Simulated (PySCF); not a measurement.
# C₆H₄F₂: geometry, NMR shifts, spin-spin couplings, electronic excitations and core binding energies, part 2 of 2

PySCF 2.14.0. Atoms count from 0.

## 7. X-ray photoelectron lines: SCAN, X2C

What the job is given:

```
{"job": {"kind": "xps"}, "charge": 0, "multiplicity": 1}
F     -2.705440    -0.331592    -0.251798
C     -1.388788    -0.172555    -0.123370
C     -0.571450    -1.295001    -0.053597
C      0.804819    -1.127177     0.079037
C      1.329756     0.158561     0.139245
F      2.646277     0.318623     0.267667
C      0.512688     1.281081     0.069522
C     -0.863626     1.113103    -0.063113
H     -1.020540    -2.288279    -0.103971
H      1.478454    -1.983765     0.136075
H      0.961742     2.274364     0.119892
H     -1.537158     1.969793    -0.120139
```

With the program's defaults for keys left out, this is: delta-SCF UKS SCAN, pcX-2 on the ionised atom, pcseg-1 elsewhere, spin-free X2C.

The log of the run:

```text
ground state, core basis on atom 0 (F), 163 functions
  cycle   1  E = -430.72767576  |g| = 6.48e-01
  cycle   2  E = -430.65650271  |g| = 9.53e-01
  cycle   3  E = -430.79653327  |g| = 1.32e-01
  cycle   4  E = -430.79976768  |g| = 4.16e-02
  cycle   5  E = -430.80010420  |g| = 1.59e-02
  cycle   6  E = -430.80016036  |g| = 5.11e-03
  cycle   7  E = -430.80016333  |g| = 3.05e-03
  cycle   8  E = -430.80016861  |g| = 4.03e-04
  E(ground) = -430.80614265 Eh
hole in F 1s of atom 0
  cycle   1  E = -404.42199307  |g| = 2.58e+00
  cycle   2  E = -402.38513416  |g| = 2.71e+00
  cycle   3  E = -403.64871277  |g| = 1.63e+00
  cycle   4  E = -405.19646899  |g| = 5.02e-01
  cycle   5  E = -405.26501924  |g| = 3.21e-01
  cycle   6  E = -405.31686960  |g| = 9.49e-02
  cycle   7  E = -405.31981076  |g| = 2.49e-02
  cycle   8  E = -405.32002681  |g| = 9.01e-03
  cycle   9  E = -405.32006466  |g| = 2.09e-03
  cycle  10  E = -405.32006768  |g| = 9.56e-04
  cycle  11  E = -405.32006797  |g| = 6.50e-04
  cycle  12  E = -405.32007035  |g| = 6.12e-04
  cycle  13  E = -405.32007091  |g| = 5.68e-04
  cycle  14  E = -405.32007752  |g| = 4.99e-04
  E(ion) = -405.33228187 Eh   <S^2> = 0.7578   hole on atom = 1.000   binding energy = 693.179 eV
ground state, core basis on atom 1 (C), 163 functions
  cycle   1  E = -430.76036663  |g| = 1.02e-01
  cycle   2  E = -430.75768771  |g| = 1.53e-01
  cycle   3  E = -430.76143925  |g| = 1.88e-02
  cycle   4  E = -430.76148671  |g| = 8.10e-03
  cycle   5  E = -430.76150656  |g| = 1.62e-03
  cycle   6  E = -430.76150577  |g| = 4.52e-04
  E(ground) = -430.76597137 Eh
hole in C 1s of atom 1
  cycle   1  E = -419.41681661  |g| = 1.52e+00
  cycle   2  E = -413.45397060  |g| = 3.39e+00
  cycle   3  E = -418.86395458  |g| = 1.56e+00
  cycle   4  E = -419.92182721  |g| = 4.70e-01
  cycle   5  E = -419.93744045  |g| = 4.23e-01
  cycle   6  E = -419.99376421  |g| = 9.28e-02
  cycle   7  E = -419.99691606  |g| = 2.60e-02
  cycle   8  E = -419.99724259  |g| = 1.33e-02
  cycle   9  E = -419.99739361  |g| = 6.92e-03
  cycle  10  E = -419.99748692  |g| = 5.21e-03
  cycle  11  E = -419.99761599  |g| = 4.24e-03
  cycle  12  E = -419.99770019  |g| = 3.05e-03
  cycle  13  E = -419.99775310  |g| = 1.67e-03
  cycle  14  E = -419.99776184  |g| = 1.03e-03
  cycle  15  E = -419.99776291  |g| = 8.47e-04
  cycle  16  E = -419.99776231  |g| = 1.77e-04
  E(ion) = -420.00229940 Eh   <S^2> = 0.8249   hole on atom = 1.000   binding energy = 292.894 eV
ground state, core basis on atom 2 (C), 163 functions
  cycle   1  E = -430.75723667  |g| = 5.92e-02
  cycle   2  E = -430.75709370  |g| = 3.28e-02
  cycle   3  E = -430.75708215  |g| = 3.30e-02
  cycle   4  E = -430.75734071  |g| = 6.08e-03
  cycle   5  E = -430.75735093  |g| = 1.14e-03
  cycle   6  E = -430.75735120  |g| = 4.09e-04
  E(ground) = -430.76178058 Eh
hole in C 1s of atom 2
  cycle   1  E = -419.48234446  |g| = 1.52e+00
  cycle   2  E = -418.33331083  |g| = 2.07e+00
  cycle   3  E = -419.85796902  |g| = 6.14e-01
  cycle   4  E = -419.95449657  |g| = 4.36e-01
  cycle   5  E = -420.05951928  |g| = 1.10e-01
  cycle   6  E = -420.06394565  |g| = 5.54e-02
  cycle   7  E = -420.06521802  |g| = 1.90e-02
  cycle   8  E = -420.06541509  |g| = 9.90e-03
  cycle   9  E = -420.06549830  |g| = 5.46e-03
  cycle  10  E = -420.06554728  |g| = 3.99e-03
  cycle  11  E = -420.06561321  |g| = 3.19e-03
  cycle  12  E = -420.06566019  |g| = 2.48e-03
  cycle  13  E = -420.06570151  |g| = 1.18e-03
  cycle  14  E = -420.06570465  |g| = 6.44e-04
  cycle  15  E = -420.06570505  |g| = 5.47e-04
  cycle  16  E = -420.06570469  |g| = 1.65e-04
  E(ion) = -420.07053858 Eh   <S^2> = 0.8031   hole on atom = 1.000   binding energy = 290.924 eV
```

It took 22 s on 1 thread, shared host.

Binding energies by hole, beside the orbital energy of the ground state; the difference holds orbital relaxation and, for a density functional, its self-interaction error:

```tsv
hole	stands for	environment	ΔSCF (eV)	−ε (eV)	⟨S²⟩	measured (eV)
F1s on F0	F0, F5	aryl fluorine	693.18	667.4	0.758	–
C1s on C1	C1, C4	aromatic carbon bearing fluorine	292.89	276.3	0.825	292.95
C1s on C2	C2, C3, C6, C7	aromatic CH	290.92	274.5	0.803	290.99
```

Measured: gas; Chong, Molecules 2021, 26, 1947 (electron spectra of vapor-phase indole and four azaindoles).

Each hole run stands for the others of its class of like atoms.

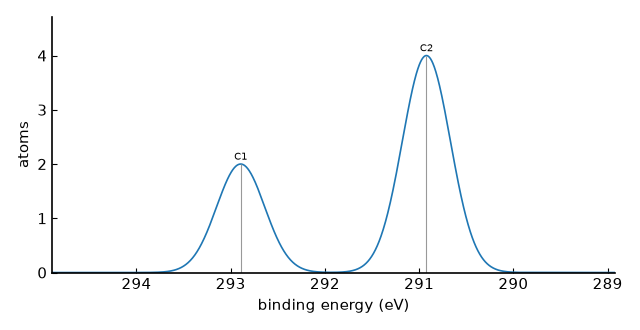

The C1s photoelectron lines, weighted by the number of atoms. Lines are broadened to a width of 0.60 eV (Gaussian).

## 8. Side by side: NMR shifts

Shifts (ppm), means over like atoms, with basis size and wall time (the measured row can stand on another reference than the computed rows):

```tsv
run	C1	C2	H8	F0	functions	time
PBE0/pcSseg-1	165.8	121.8	7.12	-118.5	156	12 s
WP04/pcSseg-2	172.4	125.5	6.93	-122.7	344	47 s
measured	–	–	–	-120.1	–	–
```

Measured: G. Saielli, R. Bini, A. Bagno, Computational 19F NMR. 2. Organic compounds, RSC Adv. 2014, ESI (exp. from Berger-Braun-Kalinowski 1994 and Everett 1995).

## 9. Summary of results

What follows sums up all 2 parts.

```
                                                                 quantity                        value
                                                              point group                          D2h
                                     rotational constants (main isotopes)         5.67, 1.43, 1.14 GHz
  13C shifts against TMS (PBE0/pcSseg-1, means over atoms taken as alike)             165.8, 121.8 ppm
   1H shifts against TMS (PBE0/pcSseg-1, means over atoms taken as alike)                     7.12 ppm
19F shifts against CFCl3 (PBE0/pcSseg-1, means over atoms taken as alike)                   -118.5 ppm
                                 measured, and computed on the same scale      F0 δ -120.1, -118.5 ppm
                              largest coupling of the table (B3LYP/pcJ-1)     1J(F,C) F0–C1, -311.8 Hz
                                         lowest singlet (B3LYP/def2-SVPD)  5.15 eV (241 nm), f = 0.036
                                 brightest single state of those computed  state 4, 7.01 eV, f = 0.543
                                                           lowest triplet                      4.13 eV
                                        vertical ionisation energy (ΔSCF)                      9.22 eV
                                         C1s binding energies, SCAN/pcX-2      C1 292.89, C2 290.92 eV
                                         F1s binding energies, SCAN/pcX-2                 F0 693.18 eV
                                                 range of the shift of C1           165.8 to 172.4 ppm
```

Over 4 steps the energy fell by 0.033 eV; of the close pairs, C4–F5 changed most, 1.347 to 1.332 Å. No frequency check was run at this level, so the end point may be a saddle. At PBE0/pcSseg-1: The widest tensor belongs to C2, C3, C6, C7: span 187 ppm, with a paramagnetic part of -194 ppm. The one measured 19F shift is missed by +1.6 ppm (computed less measured, unscaled). Vibration, temperature and solvent are missing from the calculation, and it holds one conformer, so part of the miss against the measured shifts is not the functional's. Of the pairs tabulated at B3LYP/pcJ-1, F0–C1 (mean over like pairs) couples most strongly (-311.8 Hz; Fermi contact -307.8 Hz). Density functionals describe couplings to fluorine poorly, F–F couplings above all, so those rows are rough. The 4 measured couplings differ from the computed sizes by 19.4 Hz on average; vibrational averaging and surroundings are not included. The first singlet state (HOMO→LUMO 0.80, HOMO−1→LUMO+1 0.19) lies at 5.15 eV and is weak; of the 10 states computed, the strongest absorption comes from state 4 at 7.01 eV. The lowest triplet lies 1.02 eV below the lowest singlet (triplets in Tamm-Dancoff, singlets in full TDDFT). The orbital energy would give 7.00 eV for ionisation, ΔSCF gives 9.22 eV. The C1s levels kept as sound span 1.97 eV, from C2 (aromatic CH) up to C1 (aromatic carbon bearing fluorine). At SCAN/pcX-2, against 2 measured binding energies, the mean signed error is -0.06 eV. In ppm, C1 (with its like atoms) moves most: its shift spreads over 6.6 ppm, from 165.8 (PBE0/pcSseg-1) to 172.4 (WP04/pcSseg-2).
